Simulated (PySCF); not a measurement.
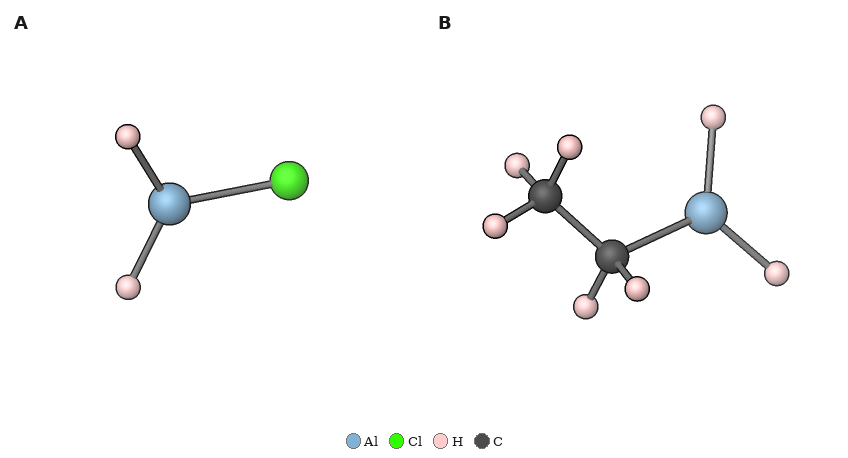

Two related species, optimised with PBE0-D3(BJ)/def2-SVP; properties computed with PySCF 2.14.0. Both: charge 0, singlet.

### What are A and B?

A is AlClH2, B is C2H7Al.

Compare them. With PBE0/cc-pVDZ: dipole moment (D), HOMO–LUMO gap (eV), HOMO energy (Kohn–Sham orbital) (eV), shielding of Al (ppm), Hirshfeld charge of Al (e), IAO charge of Al (e). With PBE0-D3(BJ)/def2-SVP: mean Al–H length (Å).

| quantity | A | B |
| --- | --- | --- |
| dipole moment (D) | 1.39 | 0.77 |
| HOMO–LUMO gap (eV) | 6.85 | 6.18 |
| HOMO energy (Kohn–Sham orbital) (eV) | −8.50 | −7.47 |
| shielding of Al (ppm) | 398.0 | 333.6 |
| Hirshfeld charge of Al (e) | 0.50 | 0.50 |
| IAO charge of Al (e) | 0.75 | 0.73 |
| mean Al–H length (Å) | 1.579 | 1.595 |

Each is one conformer, and no frequency run is at hand to confirm it as a minimum.
